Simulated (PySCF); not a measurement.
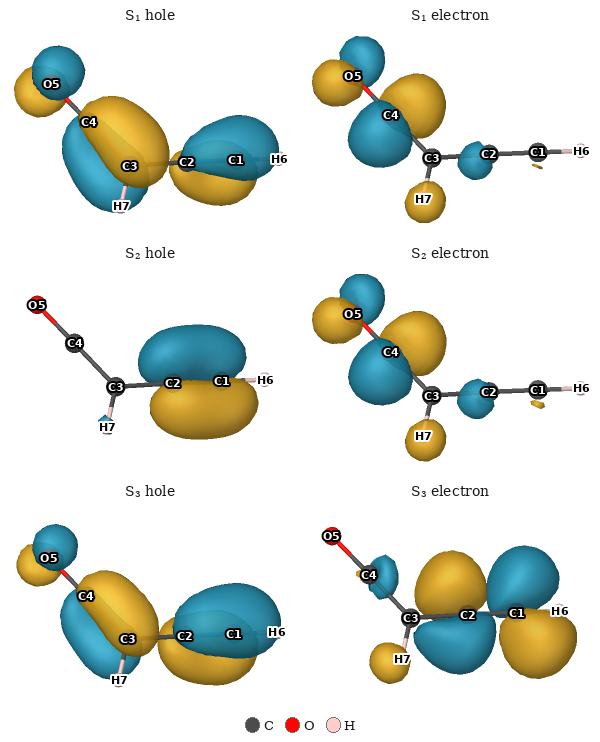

Figure 1: C4H2O, SMILES `C#CC=C=O`. Leading natural transition orbitals (full linear response singlet states).

PySCF calculation, B3LYP/6-311G**, gas phase; geometry: GFN2-xTB. No frequency check shows the geometry to be a minimum. Without diffuse functions Rydberg states are missing, so the states' numbers hold for this basis only.

Cartesian coordinates (Å):

```
C1      -2.3065   -0.4171    0.0000
C2      -1.2253    0.1029    0.0000
C3       0.0336    0.7423    0.0000
C4       1.1536    0.0803    0.0000
O5       2.1586   -0.5003    0.0000
H6      -3.2523   -0.8685    0.0000
H7       0.0512    1.8215    0.0000
```

Describe these excited states.

Answer. By state:
- S₁: 3.31 eV (374 nm), f = 0.000 (very weak); the leading pair carries 100 %; hole on C3 (28 %), C1 (23 %) and O5 (17 %), electron on C4 (44 %), O5 (29 %) and C3 (12 %); their centroids lie 1.2 Å apart.
- S₂: 5.29 eV (234 nm), f = 0.004, charge transfer, whose energy this functional puts too low; the leading pair carries 94 %; hole on C1 (45 %), C2 (42 %) and C3 (5 %), electron on C4 (41 %), O5 (27 %) and C3 (12 %); their centroids lie 2.5 Å apart.
- S₃: 5.89 eV (210 nm), f = 0.000 (very weak); the leading pair carries 86 %; hole on C1 (33 %), C2 (22 %) and C3 (19 %), electron on C1 (33 %), C2 (29 %) and C3 and C4 (10 % each); their centroids lie 0.4 Å apart.
